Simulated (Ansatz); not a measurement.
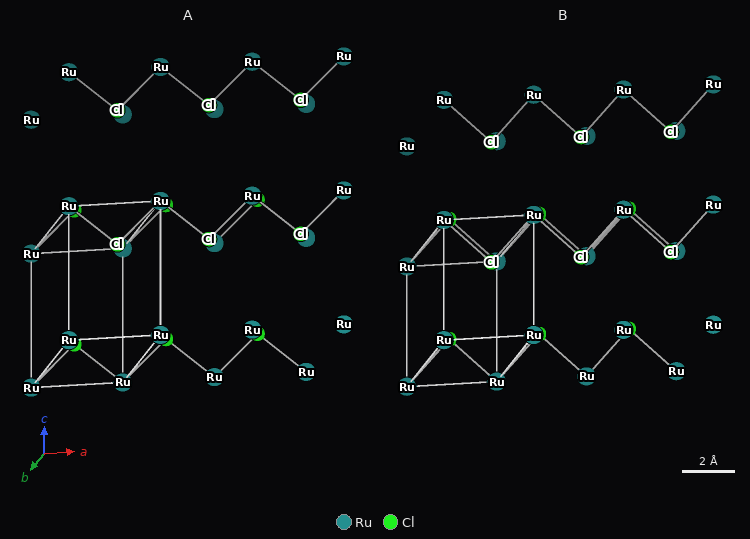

Two geometries of solid RuCl₂ (built on the CdI2 type), drawn at one scale. One is the start of a relaxation, the other its converged end. A ball-and-stick model of the cell of the calculation, repeated 3 × 1 × 2 with one cell outlined, seen from a free direction.

Level of theory: DFT PBE, scalar-relativistic, plane waves, PAW (Ansatz 0.2.0). (plane-wave cutoff 420 eV; k-point mesh 12 × 12 × 6; occupations gaussian; smearing width 0.05 eV; no spin polarisation; cell and atoms relaxed; force threshold 0.01 eV/Å; at most 60 steps)

Which one is relaxed?

Structure A is the relaxed one. Over 8 accepted moves (10 points after the start) the energy falls by 111 meV per atom. The largest force component goes from 1.5 to 0.00036 eV/Å. Pressure: −4.68 GPa at the start and 0.00 GPa at the end. The SCF was repeated twice at an unchanged geometry on a basis and grid sized afresh for the cell, which shifted the energy by 0.6 meV per atom at most. The largest moves relative to the cell, 0.38 Å, are those of Cl atoms. Ru stays in place. The volume changes by +16.1 %, with a = b 3.526 → 3.599 Å (+2.1 %), c 5.689 → 6.342 Å (+11.5 %). Near-neighbour distances that change, for instance: Cl–Ru 2.490 → 2.411 Å. Bond angles that change, for instance: Cl–Ru–Cl 89.8° → 83.4°, Ru–Cl–Ru 90.2° → 96.6°, Cl–Ru–Cl 90.2° → 96.6°. The space group stays P-3m1 (No. 164).

Limits of the set-up: layers or molecules are held without a dispersion correction, so their spacing is unreliable.
